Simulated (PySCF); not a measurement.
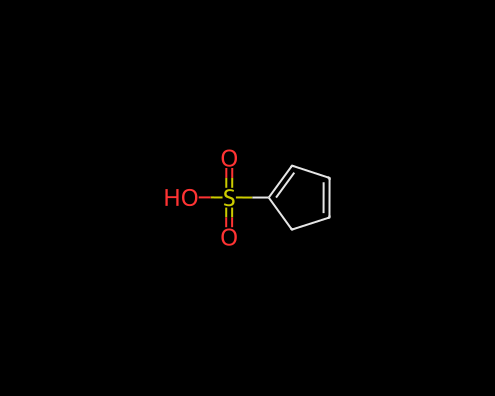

2D structure.

Give its SMILES.

O=S(=O)(O)C1=CC=CC1

Give the formula, hydrogens included.

C5H6O3S.

An optimisation with GFN2-xTB gave a structure of which point group?

C1. Other conformers may differ.

The parts below concern this one geometry. Atoms keep their numbers from picture to picture. The geometry was computed by an optimisation with GFN2-xTB. No frequency run is at hand to confirm it as a minimum.

### Polarisability

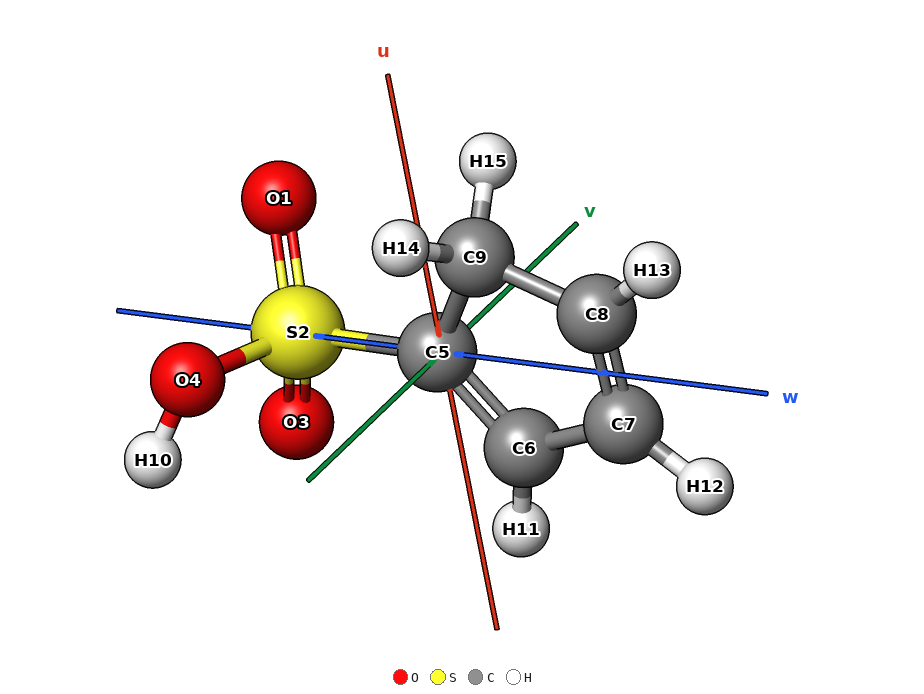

The lines u, v and w are the principal axes of the static dipole polarisability. No frequency run is at hand to confirm it as a minimum. Level of theory: PBE0/def2-SVPD (PySCF 2.14.0).

Along which axis is the molecule most polarisable, and along which least?

Most along w (nearly parallel to the S2–C5 bond), least along v.

Give the three principal values.

u 86.3, v 63.4, w 105.5 bohr³; mean 85.0, anisotropy 36.5 bohr³.

### NMR shielding

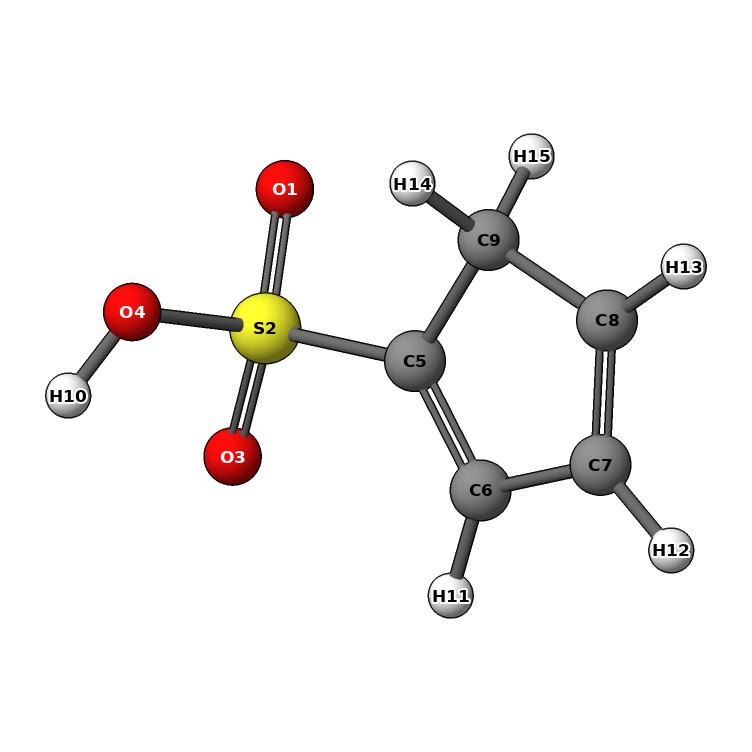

The questions are on isotropic NMR shieldings of the C atoms. No frequency run is at hand to confirm it as a minimum. Method: GIAO PBE0/pcSseg-1 NMR shielding, non-relativistic, gas phase (PySCF 2.14.0).

Which C atom is the most shielded (lowest chemical shift)?

C9 (141.3 ppm).

Which C atom is the least shielded (highest chemical shift)?

C5 (33.5 ppm).

How wide is the range of C shifts?

107.8 ppm.

List the isotropic NMR shieldings of the C atoms.

| atom | σ (ppm) |
| --- | --- |
| C5 | 33.5 |
| C6 | 42.0 |
| C7 | 48.1 |
| C8 | 36.8 |
| C9 | 141.3 |

### Excitation

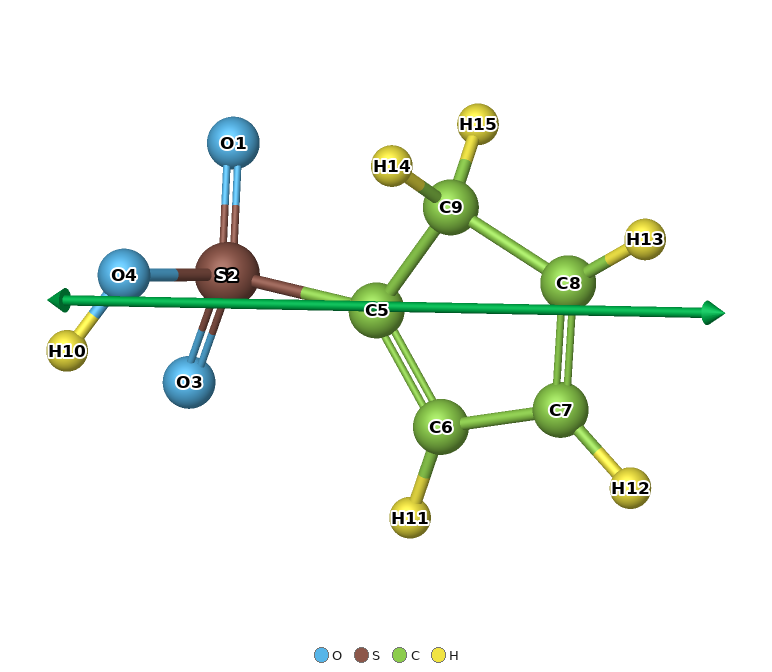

The double arrow shows the direction of the transition dipole to excited singlet state 1 (its length means nothing). No frequency run is at hand to confirm it as a minimum. Level of theory: TDDFT PBE0/def2-SVPD, vertical, gas phase, core orbitals frozen in the response (PySCF 2.14.0).

How is the transition polarised?

Nearly parallel to the C6–C7 bond.

Give its energy, strength and character.

4.94 eV (251 nm), oscillator strength 0.18, mainly HOMO → LUMO (weight 0.98); transition dipole 3.07 D.
